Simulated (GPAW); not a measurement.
# A 9-layer slab of Cu(110) in an electric field, part 2 of 2

Wanted: the out-of-plane polarisability of a 9-layer slab of Cu(110).

GPAW 26.7.0; GPAW, PAW setups; slab in vacuum, relaxation (the session's first sound run).

So far, dipole along the normal (e·Å): step 2 (relaxation) -0.00104; step 3 (plane waves, PBE) -0.00132.

### Step 4. Field on

A uniform field along the normal polarises the slab; the atoms stay fixed, so this is the electronic response alone.

run.py

```python
import json
import numpy as np
from ase import Atoms
from gpaw import GPAW, PW
from gpaw.external import ConstantElectricField

slab = Atoms(
    ['Cu', 'Cu', 'Cu', 'Cu', 'Cu', 'Cu', 'Cu', 'Cu', 'Cu'],
    positions=[
        [0.00000, 0.00000, 8.00000],
        [1.80500, 1.27633, 9.27633],
        [0.00000, 0.00000, 10.55266],
        [1.80500, 1.27633, 11.82898],
        [0.00000, 0.00000, 13.12821],
        [1.80500, 1.27633, 14.41571],
        [-0.00000, 0.00000, 15.69422],
        [1.80500, 1.27633, 17.02683],
        [-0.00000, -0.00000, 18.20457]],
    cell=[[3.61, 0.0, 0.0], [0.0, 2.55266, 0.0], [0.0, 0.0, 26.21062]],
    pbc=[True, True, False])

slab.calc = GPAW(mode=PW(400), xc='PBE', kpts={'size': (9, 12, 1), 'gamma': True},
                 occupations={'name': 'fermi-dirac', 'width': 0.1}, nbands='160%',
                 convergence={'density': 1e-05}, maxiter=200,
                 poissonsolver={'dipolelayer': 'xy'},
                 external=ConstantElectricField(-0.2, [0, 0, 1]),
                 symmetry={'tolerance': 1e-3}, txt='slab.txt')
result = {}
energy = slab.get_potential_energy()
fermi = slab.calc.get_fermi_level()
v = slab.calc.get_electrostatic_potential().mean((0, 1)) - fermi
n = slab.calc.get_pseudo_density().mean((0, 1))
L = slab.cell[2, 2]
z = np.arange(len(v)) * L / len(v)
low, high = slab.positions[:, 2].min(), slab.positions[:, 2].max()
below, above = np.interp([low - 5.8, high + 5.8], z, v)
slopes = [np.interp(x, z, np.gradient(v, z)) for x in (low - 5.8, high + 5.8)]
eps = np.array([[slab.calc.get_eigenvalues(k, s) for k in range(len(slab.calc.get_ibz_k_points()))]
                for s in range(slab.calc.get_number_of_spins())]) - fermi
top, bottom = eps[eps < 0].max(), eps[eps > 0].min()
dipole = slab.get_dipole_moment()[2]
print(f'energy {energy:.4f} eV, Fermi level {fermi:.4f} eV, dipole {dipole:.5f} e A')
print(f'potential 5.8 A off the faces, from the Fermi level: lower {below:.4f} eV, upper {above:.4f} eV')
print(f'slope of the potential there: lower {slopes[0]:.5f}, upper {slopes[1]:.5f} eV/A')
print(f'nearest levels on the mesh: {top:.4f} and {bottom:.4f} eV')
print('magnetic moment', round(slab.get_magnetic_moment(), 3))
result.update(energy=energy, fermi=fermi, dipole=dipole, below=below, above=above, slopes=slopes, edges=[top, bottom],
              z=z.tolist(), v=v.tolist(), n=n.tolist(), positions=slab.positions.tolist(),
              forces=slab.get_forces(apply_constraint=False).tolist(), moments=slab.get_magnetic_moments().tolist())
json.dump(result, open('result.json', 'w'))
```

The run is started by

```console
$ OMP_NUM_THREADS=1 OPENBLAS_NUM_THREADS=1 python run.py
```

What it wrote:

```text
energy -30.1128 eV, Fermi level 1.1537 eV, dipole -0.13414 e A
potential 5.8 A off the faces, from the Fermi level: lower 2.9984 eV, upper 5.6338 eV
slope of the potential there: lower -0.00022, upper 0.00011 eV/A
nearest levels on the mesh: -0.0086 and 0.0021 eV
magnetic moment 0.0
```

Elapsed: 32 min, on 1 thread of Intel Xeon Platinum 8559C (Emerald Rapids), shared host; peak memory 0.65 GiB.

Numbers from this step:

```
dipole along the normal                                         : -0.1341 e·Å
levels nearest the Fermi level on the mesh                      : -0.008625, 0.002132 eV from the Fermi level
potential below the slab, the applied field's own ramp left out : 2.998 eV from the Fermi level
potential above the slab, the applied field's own ramp left out : 5.634 eV from the Fermi level
```

The electrostatic potential energy of an electron (without an applied field's), less the Fermi level, planar mean oscillates, so the rows of the table below give means over windows of 1.26 Å about each position, cut where the curve ends. Its maxima inside the range that stand out by 2 % of the span (Å: eV): 8.6: -5.95, 10.0: -5.94, 11.2: -5.60, 12.5: -5.03, 13.7: -4.97, 15.1: -4.83, 16.4: -3.89, 17.6: -5.48, 24.6: 5.63. Its minima: 8.0: -11.4, 9.2: -11.8, 10.6: -11.6, 11.8: -11.3, 13.1: -11.0, 14.4: -10.8, 15.7: -10.5, 17.0: -10.4, 18.1: -9.71.

Electrostatic potential energy of an electron (without an applied field's), less the Fermi level, planar mean against z; means over each step:

```
z (Å)  electrostatic potential energy of an electron (without an applied field's), less the Fermi level, planar mean (eV)
 0.63                                                                                                                3.19
 1.89                                                                                                                3.00
 3.15                                                                                                                3.00
 4.41                                                                                                                3.00
 5.67                                                                                                                2.91
 6.93                                                                                                               0.605
 8.19                                                                                                               -8.40
 9.45                                                                                                               -8.83
10.71                                                                                                               -8.61
11.97                                                                                                               -8.24
13.23                                                                                                               -7.98
14.49                                                                                                               -7.80
15.75                                                                                                               -7.40
17.01                                                                                                               -7.48
18.27                                                                                                               -6.00
19.53                                                                                                                4.27
20.79                                                                                                                5.57
22.05                                                                                                                5.63
23.31                                                                                                                5.63
24.57                                                                                                                5.63
25.83                                                                                                                5.49
```

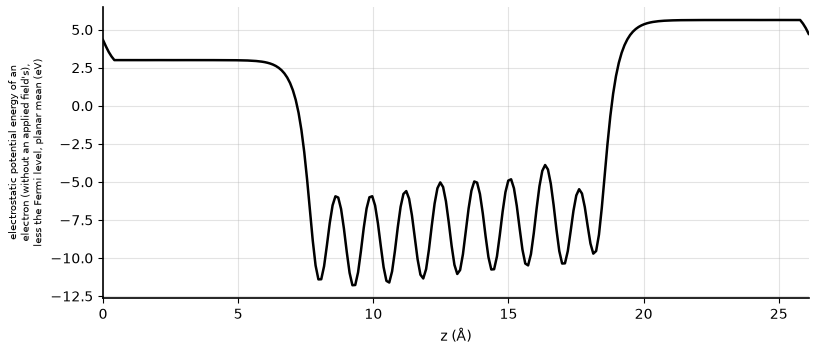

Electrostatic potential energy of an electron (without an applied field's), less the Fermi level, planar mean against z.

Force by atom:

| atom | x (eV/Å) | y (eV/Å) | z (eV/Å) | size |
| --- | --- | --- | --- | --- |
| Cu1 | 0.000 | 0.000 | 0.264 | 0.264 |
| Cu2 | 0.000 | 0.000 | -0.398 | 0.398 |
| Cu3 | 0.000 | 0.000 | 0.030 | 0.030 |
| Cu4 | 0.000 | 0.000 | 0.117 | 0.117 |
| Cu5 | 0.000 | 0.000 | -0.031 | 0.031 |
| Cu6 | 0.000 | 0.000 | 0.001 | 0.001 |
| Cu7 | 0.000 | 0.000 | -0.030 | 0.030 |
| Cu8 | 0.000 | 0.000 | 0.023 | 0.023 |
| Cu9 | 0.000 | 0.000 | 0.023 | 0.023 |

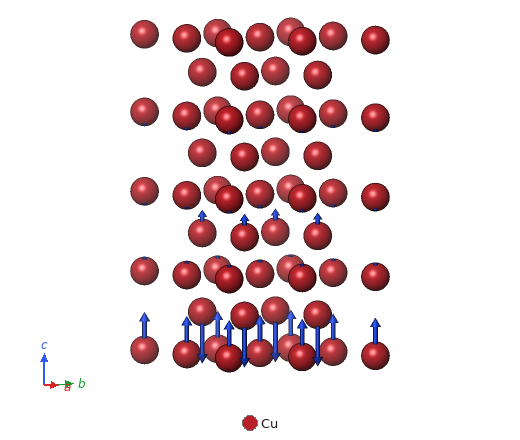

Force as arrows, the longest 0.398 eV/Å. 2×2×1 cells are drawn. Some periodic images of atoms are drawn too.

The dipole is now -0.134 e Å, against -0.0013 in the run without a field.

### Step 5. Field on

run.py: that of step 4 with these lines changed.

```diff
@@ -25,3 +25,3 @@
                  poissonsolver={'dipolelayer': 'xy'},
-                 external=ConstantElectricField(-0.2, [0, 0, 1]),
+                 external=ConstantElectricField(-0.1, [0, 0, 1]),
                  symmetry={'tolerance': 1e-3}, txt='slab.txt')
```

What it wrote:

```text
energy -30.1027 eV, Fermi level 1.1552 eV, dipole -0.06764 e A
potential 5.8 A off the faces, from the Fermi level: lower 3.6484 eV, upper 4.9774 eV
slope of the potential there: lower -0.00020, upper 0.00013 eV/A
nearest levels on the mesh: -0.0108 and 0.0021 eV
magnetic moment 0.0
```

Wall time 18 min (1 thread); peak memory 0.64 GiB.

Numbers from this step:

| Property | Result |
| --- | --- |
| dipole along the normal | -0.06764 e·Å |
| levels nearest the Fermi level on the mesh | -0.01078, 0.002112 eV from the Fermi level |
| potential below the slab, the applied field's own ramp left out | 3.648 eV from the Fermi level |
| potential above the slab, the applied field's own ramp left out | 4.977 eV from the Fermi level |

The electrostatic potential energy of an electron (without an applied field's), less the Fermi level, planar mean oscillates, so the rows of the table below give means over windows of 1.26 Å about each position, cut where the curve ends. Its maxima inside the range that stand out by 2 % of the span (Å: eV): 8.6: -5.50, 10.0: -5.63, 11.2: -5.42, 12.5: -4.97, 13.7: -5.03, 15.1: -5.03, 16.4: -4.22, 17.6: -5.93, 24.6: 4.98. Its minima: 8.1: -10.9, 9.2: -11.4, 10.6: -11.4, 11.8: -11.2, 13.1: -11.0, 14.4: -10.9, 15.7: -10.7, 17.0: -10.7, 18.1: -10.2.

The electrostatic potential energy of an electron (without an applied field's), less the Fermi level, planar mean by z; means over each step:

```csv
z (Å),"electrostatic potential energy of an electron (without an applied field's), less the Fermi level, planar mean (eV)"
0.63,3.75
1.89,3.65
3.15,3.65
4.41,3.64
5.67,3.55
6.93,1.21
8.19,-7.91
9.45,-8.47
10.71,-8.37
11.97,-8.12
13.23,-8.00
14.49,-7.94
15.75,-7.67
17.01,-7.87
18.27,-6.52
19.53,3.65
20.79,4.92
22.05,4.97
23.31,4.98
24.57,4.98
25.83,4.91
```

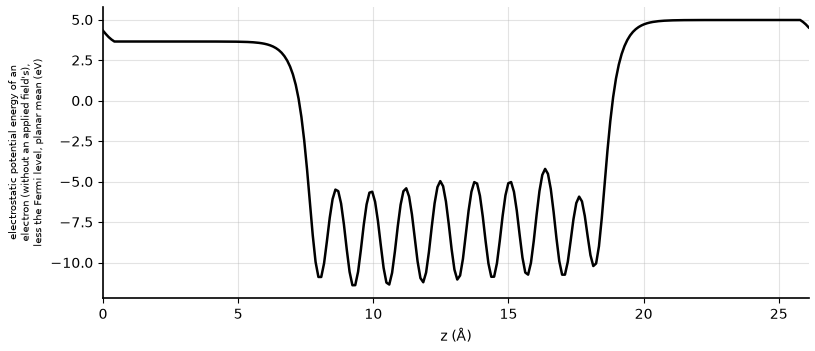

Electrostatic potential energy of an electron (without an applied field's), less the Fermi level, planar mean, plotted against z.

Force by atom:

| atom | x (eV/Å) | y (eV/Å) | z (eV/Å) | size |
| --- | --- | --- | --- | --- |
| Cu1 | 0.000 | 0.000 | 0.265 | 0.265 |
| Cu2 | 0.000 | 0.000 | -0.400 | 0.400 |
| Cu3 | 0.000 | 0.000 | 0.033 | 0.033 |
| Cu4 | 0.000 | 0.000 | 0.115 | 0.115 |
| Cu5 | 0.000 | 0.000 | -0.029 | 0.029 |
| Cu6 | 0.000 | 0.000 | -0.002 | 0.002 |
| Cu7 | 0.000 | 0.000 | -0.028 | 0.028 |
| Cu8 | 0.000 | 0.000 | 0.021 | 0.021 |
| Cu9 | 0.000 | 0.000 | 0.023 | 0.023 |

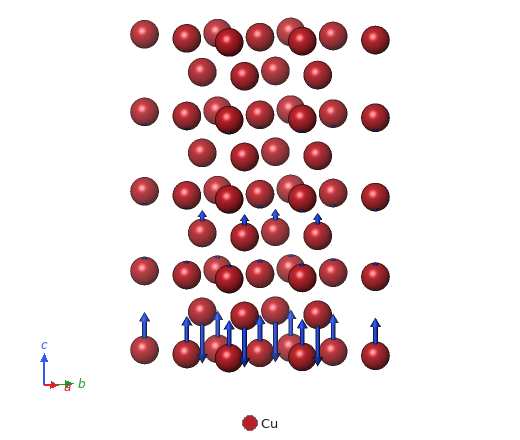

Force as arrows, the longest 0.400 eV/Å. 2×2×1 cells are drawn. Some periodic images of atoms are drawn too.

The dipole is now -0.0676 e Å, against -0.0013 in the run without a field.

### Step 6. Field on

run.py: that of step 5 with these lines changed.

```diff
@@ -25,3 +25,3 @@
                  poissonsolver={'dipolelayer': 'xy'},
-                 external=ConstantElectricField(-0.1, [0, 0, 1]),
+                 external=ConstantElectricField(-0.05, [0, 0, 1]),
                  symmetry={'tolerance': 1e-3}, txt='slab.txt')
```

What it wrote:

```text
energy -30.1001 eV, Fermi level 1.1553 eV, dipole -0.03453 e A
potential 5.8 A off the faces, from the Fermi level: lower 3.9733 eV, upper 4.6518 eV
slope of the potential there: lower -0.00020, upper 0.00012 eV/A
nearest levels on the mesh: -0.0121 and 0.0021 eV
magnetic moment 0.0
```

Elapsed: 33 min, on 1 thread; peak memory 0.64 GiB.

### Step 7. Field on

run.py: that of step 6 with these lines changed.

```diff
@@ -25,3 +25,3 @@
                  poissonsolver={'dipolelayer': 'xy'},
-                 external=ConstantElectricField(-0.05, [0, 0, 1]),
+                 external=ConstantElectricField(0.05, [0, 0, 1]),
                  symmetry={'tolerance': 1e-3}, txt='slab.txt')
```

What it wrote:

```text
energy -30.1000 eV, Fermi level 1.1551 eV, dipole 0.03201 e A
potential 5.8 A off the faces, from the Fermi level: lower 4.6275 eV, upper 3.9986 eV
slope of the potential there: lower -0.00016, upper 0.00020 eV/A
nearest levels on the mesh: -0.0132 and 0.0021 eV
magnetic moment 0.0
```

Elapsed: 21 min, on 1 thread; peak memory 0.64 GiB.

The electrostatic potential energy of an electron (without an applied field's), less the Fermi level, planar mean oscillates, so the rows of the table below give means over windows of 1.26 Å about each position, cut where the curve ends. Its maxima inside the range that stand out by 2 % of the span (Å: eV): 8.6: -4.82, 10.0: -5.15, 11.2: -5.13, 12.5: -4.88, 13.7: -5.13, 15.1: -5.32, 16.4: -4.71, 17.6: -6.60. Its minima: 8.1: -10.1, 9.3: -10.8, 10.6: -11.0, 11.8: -11.0, 13.1: -11.0, 14.5: -11.1, 15.7: -11.1, 17.1: -11.3, 18.1: -11.0.

Table of electrostatic potential energy of an electron (without an applied field's), less the Fermi level, planar mean by z; means over each step:

| z (Å) | electrostatic potential energy of an electron (without an applied field's), less the Fermi level, planar mean (eV) |
| --- | --- |
| 0.63 | 4.58 |
| 1.89 | 4.63 |
| 3.15 | 4.63 |
| 4.41 | 4.62 |
| 5.67 | 4.52 |
| 6.93 | 2.12 |
| 8.19 | -7.18 |
| 9.45 | -7.92 |
| 10.71 | -8.01 |
| 11.97 | -7.95 |
| 13.23 | -8.01 |
| 14.49 | -8.15 |
| 15.75 | -8.06 |
| 17.01 | -8.46 |
| 18.27 | -7.29 |
| 19.53 | 2.72 |
| 20.79 | 3.95 |
| 22.05 | 4.00 |
| 23.31 | 4.00 |
| 24.57 | 4.00 |
| 25.83 | 4.03 |

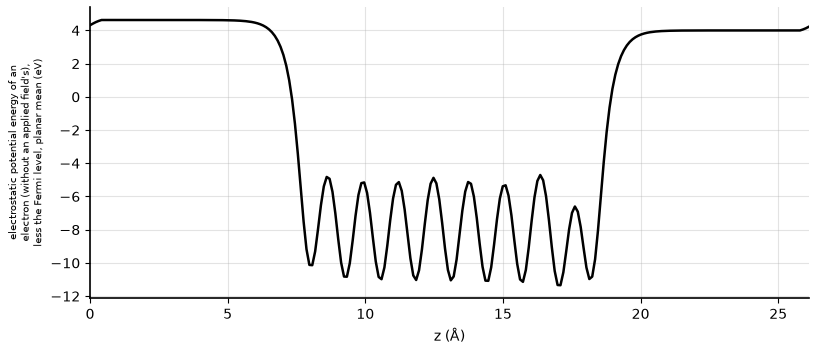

Electrostatic potential energy of an electron (without an applied field's), less the Fermi level, planar mean, plotted against z.

### Step 8. In a field

run.py: that of step 7 with these lines changed.

```diff
@@ -25,3 +25,3 @@
                  poissonsolver={'dipolelayer': 'xy'},
-                 external=ConstantElectricField(0.05, [0, 0, 1]),
+                 external=ConstantElectricField(0.1, [0, 0, 1]),
                  symmetry={'tolerance': 1e-3}, txt='slab.txt')
```

What it wrote:

```text
energy -30.1024 eV, Fermi level 1.1545 eV, dipole 0.06522 e A
potential 5.8 A off the faces, from the Fermi level: lower 4.9550 eV, upper 3.6736 eV
slope of the potential there: lower -0.00012, upper 0.00018 eV/A
nearest levels on the mesh: -0.0136 and 0.0022 eV
magnetic moment 0.0
```

Elapsed: 39 min, on 1 thread; peak memory 0.64 GiB.

The dipole is now 0.0652 e Å, against -0.0013 in the run without a field.

### Step 9. In a field

run.py: that of step 8 with these lines changed.

```diff
@@ -25,3 +25,3 @@
                  poissonsolver={'dipolelayer': 'xy'},
-                 external=ConstantElectricField(0.1, [0, 0, 1]),
+                 external=ConstantElectricField(0.2, [0, 0, 1]),
                  symmetry={'tolerance': 1e-3}, txt='slab.txt')
```

What it wrote:

```text
energy -30.1123 eV, Fermi level 1.1520 eV, dipole 0.13181 e A
potential 5.8 A off the faces, from the Fermi level: lower 5.6143 eV, upper 3.0248 eV
slope of the potential there: lower -0.00019, upper 0.00025 eV/A
nearest levels on the mesh: -0.0137 and 0.0023 eV
magnetic moment 0.0
```

Elapsed: 21 min, on 1 thread; peak memory 0.63 GiB.

The dipole is now 0.132 e Å, against -0.0013 in the run without a field.

### Step 10. Field on

run.py: that of step 9 with these lines changed.

```diff
@@ -25,3 +25,3 @@
                  poissonsolver={'dipolelayer': 'xy'},
-                 external=ConstantElectricField(0.2, [0, 0, 1]),
+                 external=ConstantElectricField(0.3, [0, 0, 1]),
                  symmetry={'tolerance': 1e-3}, txt='slab.txt')
```

What it wrote:

```text
energy -30.1288 eV, Fermi level 1.1488 eV, dipole 0.19813 e A
potential 5.8 A off the faces, from the Fermi level: lower 6.2725 eV, upper 2.3798 eV
slope of the potential there: lower -0.00005, upper 0.00028 eV/A
nearest levels on the mesh: -0.0127 and 0.0024 eV
magnetic moment 0.0
```

Wall time 22 min (1 thread); peak memory 0.64 GiB.

The electrostatic potential energy of an electron (without an applied field's), less the Fermi level, planar mean oscillates, so the rows of the table below give means over windows of 1.26 Å about each position, cut where the curve ends. Its maxima inside the range that stand out by 2 % of the span (Å: eV): 1.8: 6.27, 8.6: -3.70, 10.0: -4.37, 11.2: -4.66, 12.5: -4.72, 13.7: -5.29, 15.1: -5.82, 16.4: -5.52, 17.6: -7.72. Its minima: 8.1: -8.88, 9.3: -9.89, 10.6: -10.4, 11.8: -10.7, 13.1: -11.0, 14.5: -11.4, 15.7: -11.8, 17.1: -12.3, 18.1: -12.2.

Electrostatic potential energy of an electron (without an applied field's), less the Fermi level, planar mean against z; means over each step:

```csv
z (Å),"electrostatic potential energy of an electron (without an applied field's), less the Fermi level, planar mean (eV)"
0.63,5.98
1.89,6.27
3.15,6.27
4.41,6.26
5.67,6.15
6.93,3.63
8.19,-5.95
9.45,-7.01
10.71,-7.41
11.97,-7.67
13.23,-8.05
14.49,-8.49
15.75,-8.72
17.01,-9.43
18.27,-8.59
19.53,1.18
20.79,2.34
22.05,2.38
23.31,2.38
24.57,2.38
25.83,2.59
```

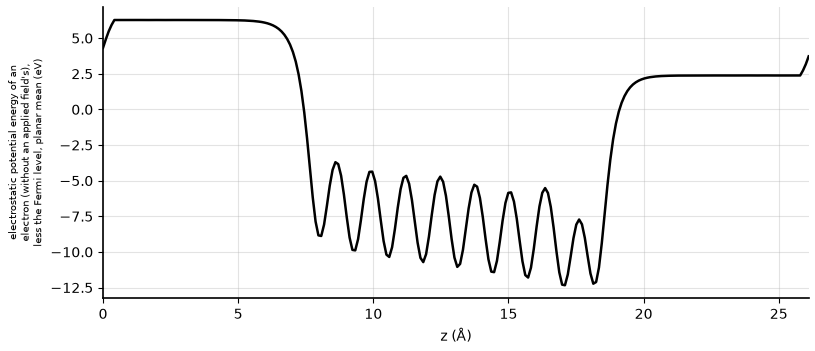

Electrostatic potential energy of an electron (without an applied field's), less the Fermi level, planar mean, plotted against z.

The dipole is now 0.198 e Å, against -0.0013 in the run without a field.

### Step 11. The series

The members are put on one axis.

This step: induced dipole against applied field (GPAW 26.7.0).

The dipole along the normal by field:

```csv
field (V/Å),dipole along the normal (e·Å)
-0.200,-0.134
-0.100,-0.0676
-0.050,-0.0345
0.000,-0.00132
0.050,0.0320
0.100,0.0652
0.200,0.132
0.300,0.198
```

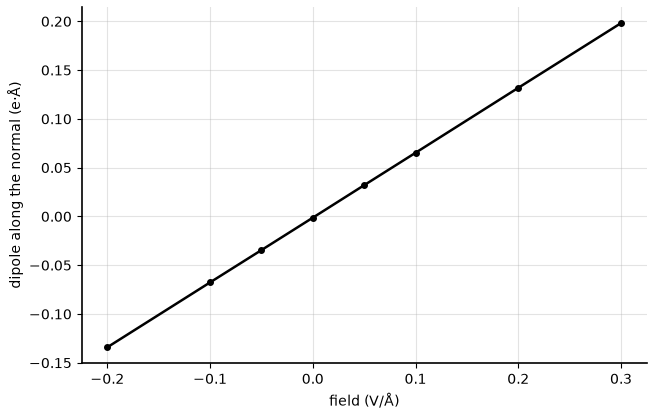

Dipole along the normal, plotted against field.

### Step 12. A changed run

One more run, with changed settings.

This step: GPAW, PAW setups; slab in vacuum (GPAW 26.7.0).

run.py: that of step 10 with these lines changed.

```diff
@@ -4,3 +4,2 @@
 from gpaw import GPAW, PW
-from gpaw.external import ConstantElectricField
 
@@ -21,7 +20,6 @@
 
-slab.calc = GPAW(mode=PW(400), xc='PBE', kpts={'size': (9, 12, 1), 'gamma': True},
+slab.calc = GPAW(mode=PW(400), xc='pbe96', kpts={'size': (9, 12, 1), 'gamma': True},
                  occupations={'name': 'fermi-dirac', 'width': 0.1}, nbands='160%',
-                 convergence={'density': 1e-05}, maxiter=200,
+                 convergence={'density': 1e-05}, maxiter=50,
                  poissonsolver={'dipolelayer': 'xy'},
-                 external=ConstantElectricField(0.3, [0, 0, 1]),
                  symmetry={'tolerance': 1e-3}, txt='slab.txt')
```

What it wrote:

```text
NameError: Unknown functional: pbe96.
```

Run time: 0.52 s. Hardware: 1 thread; peak memory 0.1 GiB.

The input was rejected at the start.

The program's message: “NameError: Unknown functional: pbe96.”

The change that led to it: xc = "pbe96".

### Step 13. Outcome

```json
{
  "work function, upper and lower face": "4.325 and 4.300 eV",
  "dipole along the normal": "-0.00132 e Å",
  "induced dipole per field": "0.665 e Å per V/Å",
  "out-of-plane polarisability per area, α/(ε0 A)": "13.1 Å"
}
```

In words: The field induces 0.665 e Å per V/Å, a polarisable thickness α/(ε0 A) of 13.1 Å beside 10.2 Å between the outermost nuclei. A perfect conductor would give the distance between its two image planes; a dielectric of thickness t gives t(1 - 1/ε). The measured value for this face is 4.56 eV (as compiled in "Anisotropic work function of elemental crystals", 2019, arxiv:1902.07811); the relaxed upper face lies 0.24 eV under it with PBE. Measured work functions scatter by a tenth of an eV or more between methods. The induced dipole is linear in the field over this range. The small printed dipole stands for a step of 26 meV from the lower to the upper face, and the probes find 25 meV; values this small are near the numerical noise of both. The in-plane lattice was kept as typed, which isn't the functional's own and leaves some strain; spin-orbit coupling and temperature are left out.

[Logs are printed without paths, hosts, clocks, repeated set-up lines and the standing remarks that a program may print on its own settings, such as how far it seeks lower states.]

[Hosts, paths, dates, database ids (printed as entryN), source tags and the programs' standing remarks are cut or masked in the printed files.]
